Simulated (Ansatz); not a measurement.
A series of calculations on GeH₄OClF

**1. Relaxation**

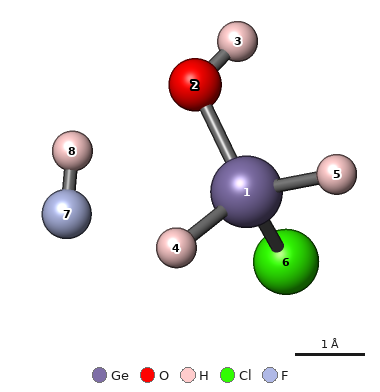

Starting structure of GeH$_{4}$OClF. Style: ball-and-stick. Shown at a tilt.

The run prepares an end point of a later path (reaction) calculation, from a guessed geometry.

These are results of RKS B3LYP/def2-SVP (Ansatz), not measurements.

The input:
```yaml
crystal:
  periodic: [false, false, false]
  atoms:
    - { symbol: Ge, position_ang: [-0.164035, 0.113404, 0.024598] }
    - { symbol: O, position_ang: [-0.208101, 0.006891, 1.800729] }
    - { symbol: H, position_ang: [-1.081857, 0.198784, 2.169634] }
    - { symbol: H, position_ang: [1.291738, -0.015416, -0.39966] }
    - { symbol: H, position_ang: [-0.848526, 1.425599, -0.410316] }
    - { symbol: Cl, position_ang: [-1.356139, -1.473107, -0.859241] }
    - { symbol: F, position_ang: [1.36019, -2.136552, 1.001275] }
    - { symbol: H, position_ang: [1.01013, -1.826002, 1.802481] }
basis:
  gaussian: { orbitals: def2-SVP }
hamiltonian:
  xc: b3lyp
relax:
  f_tol: 0.03
  max_steps: 50
output:
  orbitals: {}
```

Launched with:
```bash
ansatz run input.yaml --threads 2 --pin off --max-ram 3072MiB --backend cpu --events-out ev --progress --plain --runs-dir out
```

### Predict the outcome.

After 8 accepted moves (10 points after the start) the energy has fallen by 4.31 kcal/mol. The largest force component goes from 0.5 to 0.0045 eV/Å. The line search rejected the trial steps at points 3, 9 of the run. F7 moves most after the best rigid fit: 0.44 Å. Largest moves by element: F 0.44 Å, H 0.35 Å, Cl 0.25 Å, O 0.22 Å, Ge 0.11 Å. Some distances before and after: Ge1–O2 1.780 → 1.805 Å, F7–H8 0.928 → 0.944 Å, Ge1–H5 1.543 → 1.537 Å, Ge1–Cl6 2.172 → 2.167 Å. Bond angles that change, for instance: O2–Ge1–H4 107.3° → 104.9°. Cost: 30 s on 2 threads of Arm Neoverse V1 (shared host), peak memory 0.22 GiB.

History of the run:

```json
{"step": "0", "E − E(0), kcal/mol": "0.00", "largest force component, eV/Å": "0.5039", "note": ""}
{"step": "1", "E − E(0), kcal/mol": "-0.36", "largest force component, eV/Å": "1.7947", "note": ""}
{"step": "2", "E − E(0), kcal/mol": "-3.12", "largest force component, eV/Å": "0.8730", "note": ""}
{"step": "3", "E − E(0), kcal/mol": "-0.78", "largest force component, eV/Å": "0.8287", "note": "rejected"}
{"step": "4", "E − E(0), kcal/mol": "-4.16", "largest force component, eV/Å": "0.2035", "note": ""}
{"step": "5", "E − E(0), kcal/mol": "-4.23", "largest force component, eV/Å": "0.0777", "note": ""}
{"step": "6", "E − E(0), kcal/mol": "-4.27", "largest force component, eV/Å": "0.0703", "note": ""}
{"step": "7", "E − E(0), kcal/mol": "-4.30", "largest force component, eV/Å": "0.1023", "note": ""}
{"step": "8", "E − E(0), kcal/mol": "-4.31", "largest force component, eV/Å": "0.0338", "note": ""}
{"step": "9", "E − E(0), kcal/mol": "-4.31", "largest force component, eV/Å": "0.0364", "note": "rejected"}
{"step": "10", "E − E(0), kcal/mol": "-4.31", "largest force component, eV/Å": "0.0045", "note": ""}
```

Final geometry:

```xyz
8

Ge   -0.1863    0.1331   -0.0801
O    -0.1105   -0.1617    1.6990
H    -0.9685   -0.1319    2.1455
H     1.2424   -0.0683   -0.5730
H    -0.8068    1.5194   -0.3160
Cl   -1.5261   -1.3241   -0.9628
F     1.4612   -2.1715    1.4315
H     0.8981   -1.5014    1.7855
```

The end point in the same view:

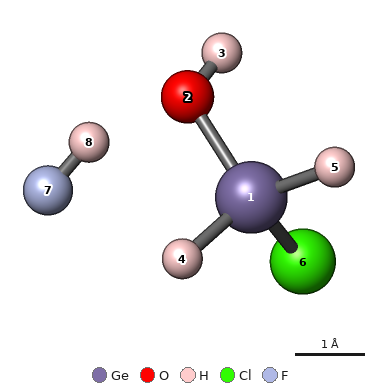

Limits of the set-up: the start holds two separate molecules, 2.2 Å apart at their closest, whose relative position is a soft coordinate and is computed without a dispersion correction.

**2. Relaxation**

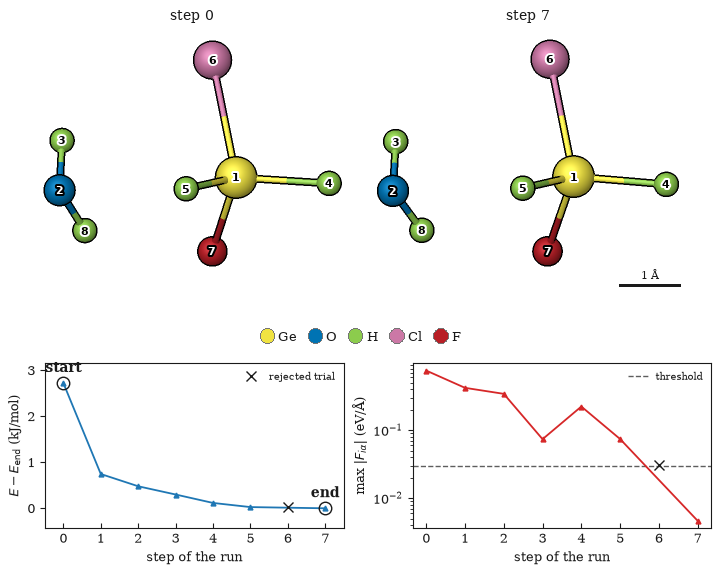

First and last geometry of a relaxation of GeH$_{4}$OClF, with the history of the run. Style: ball-and-stick. Shown at a tilt.

The run prepares an end point of a later path (reaction) calculation, from a guessed geometry.

Level of theory: Ansatz, RKS B3LYP/def2-SVP.

Input
```yaml
crystal:
  periodic: [false, false, false]
  atoms:
    - { symbol: Ge, position_ang: [0.402555, -0.24669, -0.398068] }
    - { symbol: O, position_ang: [-0.584551, -0.193609, 2.404831] }
    - { symbol: H, position_ang: [-1.272854, -0.839749, 2.188145] }
    - { symbol: H, position_ang: [1.120825, -0.409185, -1.745908] }
    - { symbol: H, position_ang: [0.143535, 1.186229, 0.057267] }
    - { symbol: Cl, position_ang: [-1.44255, -1.387225, -0.559209] }
    - { symbol: F, position_ang: [1.40961, -1.066482, 0.725612] }
    - { symbol: H, position_ang: [0.226831, -0.749688, 2.456829] }
basis:
  gaussian: { orbitals: def2-SVP }
hamiltonian:
  xc: b3lyp
relax:
  f_tol: 0.03
  max_steps: 50
output:
  orbitals: {}
```

Command:
```bash
ansatz run input.yaml --threads 2 --pin off --max-ram 3072MiB --backend cpu --events-out ev --progress --plain --runs-dir out
```

**Read the history and describe the run.**

It converged. H3 moves most after the best rigid fit: 0.053 Å. Largest moves by element: H 0.053 Å, O 0.048 Å, Cl 0.035 Å, Ge 0.030 Å, F 0.023 Å. Near-neighbour distances that change, for instance: Ge1–F7 1.717 → 1.756 Å, O2–H8 0.985 → 0.969 Å, Ge1–Cl6 2.175 → 2.170 Å. After 6 accepted moves (7 points after the start) the energy has fallen by 2.72 kJ/mol. The largest force component goes from 0.75 to 0.0046 eV/Å. The line search rejected the trial step at point 6 of the run. The run took 22 s on 2 threads of Arm Neoverse V1 (shared host), peak memory 0.22 GiB.

**3. Path**

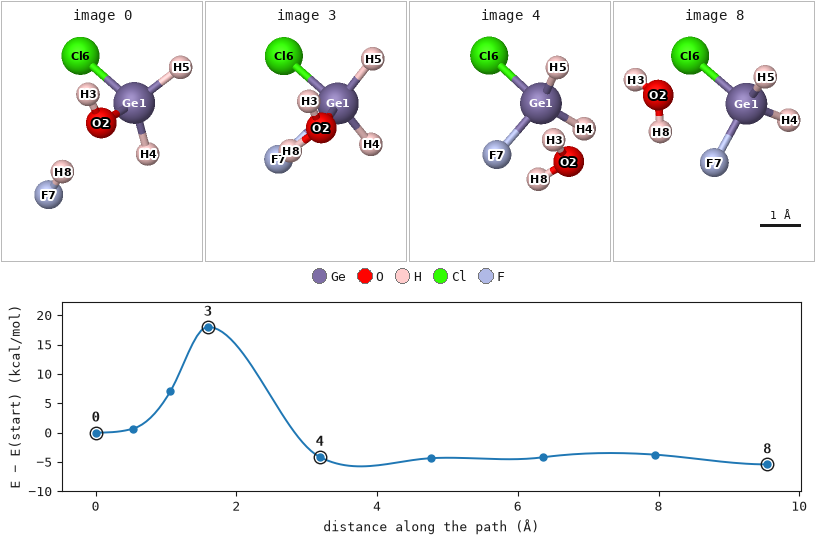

NEB run on GeH$_{4}$OClF. Images are numbered from 0 (start) to 8 (end). Style: ball-and-stick. Shown from a free direction.

Method: Ansatz, RKS B3LYP/def2-SVP. Set-up: 7 movable images; climbing image; force threshold 0.05 eV/Å; iteration limit 60; starting path through a guess of the saddle point.

### What happens along the path, and what is the barrier?

The path has more than one stage, and so few images may leave a stage unresolved. Breaking: F7–H8 (0.94 → 1.22 at the top → 2.09 Å), Ge1–O2 (1.80 → 1.99 at the top → 3.04 Å). Forming: Ge1–F7 (3.21 → 2.08 at the top → 1.76 Å), O2–H8 (1.68 → 1.14 at the top → 0.97 Å). The highest point, image 3, lies 18.0 kcal/mol above the start and 23.4 kcal/mol above the end; the end is at −5.4 kcal/mol relative to the start. The band converged in 27 iterations. The largest component of the band force went from 4.7 to 0.038 eV/Å. The climbing image converged on the top of the path. Its vibrational analysis gives one imaginary mode (589i cm⁻¹), as a transition state must have.

Cost: 7.4 min on 2 threads of Arm Neoverse V1, on a shared host, peak memory 0.26 GiB.
